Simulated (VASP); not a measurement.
Band structure of CrO$_{3}$ (space group Amm2). These are LDA (Ceperley-Alder, Perdew-Zunger), VASP's LDA PAW potentials (set 64) (plane waves; VASP) values and carry that method's errors.

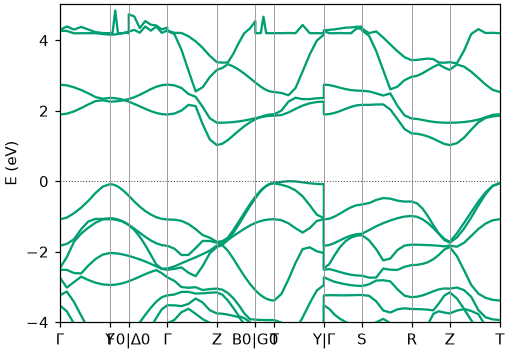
Bands along high-symmetry lines, zero at the valence-band maximum or, without a gap, the Fermi level

Question: Read the plot: is there a gap, and where are the band edges?

Answer: The gap is indirect, 1.03 eV, from the valence maximum at T-Y at 0.29 to the conduction minimum at Z. (Edges off the drawn lines would not show.)

The structure comes from a computed database's CrO3 entry (Amm2); how it stands against other phases isn't given here. It was relaxed first, which changed the volume by -18 %. The run is not spin-polarised, so no magnetic state was tried.
